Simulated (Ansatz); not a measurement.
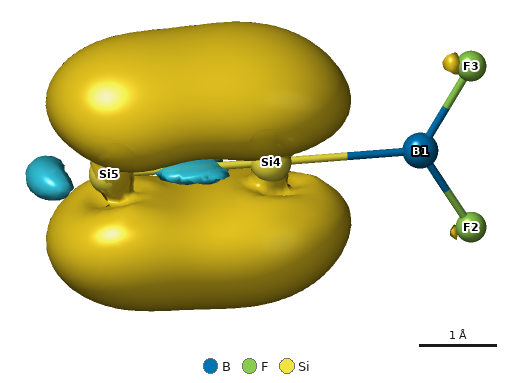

Figure 1: BF2Si2 (SMILES FB(F)[Si]#[Si]) (doublet). Isosurfaces of the spin density at +0.015 (yellow) and −0.015 e/Å³ (cyan), seen at a tilt.

Geometry: r2SCAN-D4/def2-SVP.

Method: Ansatz 0.2.0, isolated molecule in a Gaussian basis; Kohn-Sham density functional theory, functional PBE0.

```xyz
5

B    -0.7348    2.4268   -1.5118
F    -1.5990    1.5831   -2.0486
F    -1.1368    3.6631   -1.2740
Si    1.1310    1.8479   -1.0707
Si    3.1323    1.2183   -0.5736
```

> Where is the unpaired spin?

The unpaired spin (1 electron) lies mostly on Si4 (about 0.5) and Si5 (about 0.5), in electrons by Hirshfeld's partition.
